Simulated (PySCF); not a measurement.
H7N3Si, SMILES `N[SiH](N)N`.

Computed with PySCF, PBE/def2-TZVP, geometry: GFN2-xTB. No frequency check shows the geometry to be a minimum. A basis without diffuse functions makes polarisabilities too small.

The calculation's input:

```python
import numpy as np
from pyscf import gto, scf, dft
from pyscf.scf import atom_ks, atom_hf
from scipy.linalg import block_diag

def solve(mol, dm0=None, hcore=None):
    mf = (dft.UKS if mol.spin else dft.RKS)(mol, xc='pbe')
    mf.grids.level = 3
    mf = mf.density_fit(auxbasis='def2-universal-jkfit')
    mf.conv_tol, mf.max_cycle = 1e-8, 80
    if hcore is not None:
        mf.get_hcore = lambda *args: hcore
    mf.kernel(dm0)
    if not mf.converged:
        mf = mf.newton().run(mf.mo_coeff, mf.mo_occ, max_cycle=30)
    assert mf.converged, 'SCF not converged'
    return mf

mol = gto.M(atom='''
N     -0.48507     1.57985     0.17189
Si    -0.00027    -0.00003    -0.34534
N      1.61102    -0.36965     0.17157
N     -1.12535    -1.21017     0.17199
H     -1.39172     1.90596    -0.11881
H     -0.32408     1.85141     1.12882
H     -0.00188     0.00009    -1.80260
H      2.34669     0.25243    -0.11939
H      1.76592    -0.64473     1.12850
H     -1.44080    -1.20665     1.12900
H     -0.95451    -2.15836    -0.11888
''', basis='def2-tzvp', charge=0, spin=0, verbose=4)
field = np.array([0.004, 0.0, 0.0])  # atomic units
mol.set_common_orig(mol.atom_charges() @ mol.atom_coords() / mol.atom_charges().sum())
mf = solve(mol)
out = dict(dm0=mf.make_rdm1(), d0=mf.dip_moment(unit='AU'), e0=mf.e_tot)
for name, sign in (('p', 1), ('m', -1)):
    h = mf.get_hcore() + sign * np.einsum('x,xij->ij', field, mol.intor('int1e_r'))
    mi = solve(mol, mf.make_rdm1(), h)
    out.update({'dm' + name: mi.make_rdm1(), 'd' + name: mi.dip_moment(unit='AU'), 'e' + name: mi.e_tot})
# spherically averaged free atoms, for the promolecule
atm = atom_ks.get_atm_nrks(mol, xc='pbe')
pro = block_diag(*[(atm[a[0]][2] * atm[a[0]][3]) @ atm[a[0]][2].T for a in mol._atom])
np.savez('result.npz', pro=pro, **out)
```

Command:

```sh
OMP_NUM_THREADS=1 python input.py
```

The run took 24 s on 1 thread of AMD EPYC 9R45 96-Core Processor (Zen 5), on a shared host, peak memory 0.61 GiB.

Partitions, critical points and surface values were worked out afterwards from this run's density.

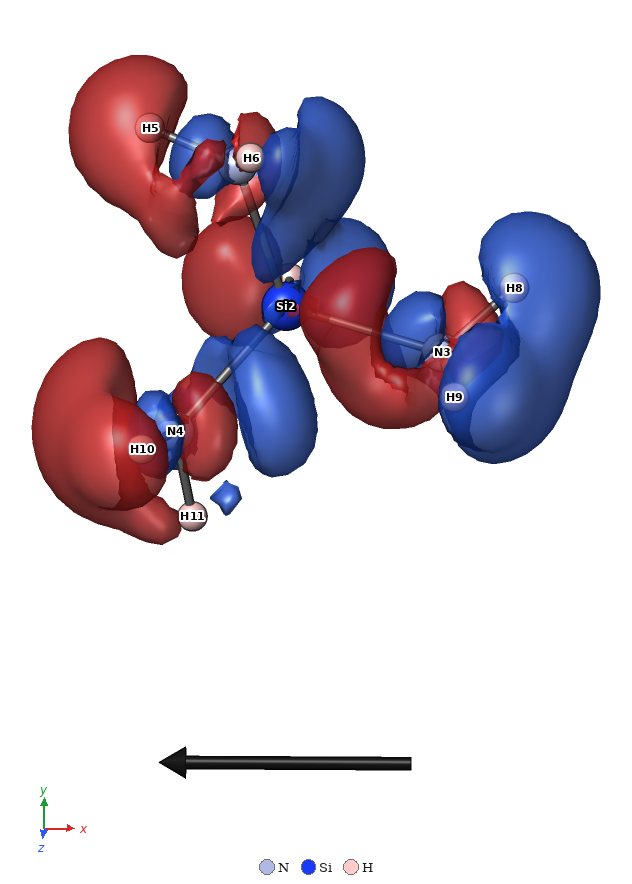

Change of the electron density in a uniform field of 0.21 V/Å along −x (arrow), surfaces at ±0.0015 e/Å³ (blue: gain, red: loss).

The field was applied in both directions; the picture shows the one opposite to the script's first.

Q: How large is the response?

A: The induced dipole is 0.53 D (along the field); α along this axis, from the fields in both directions, is 52 bohr³ (7.7 Å³).
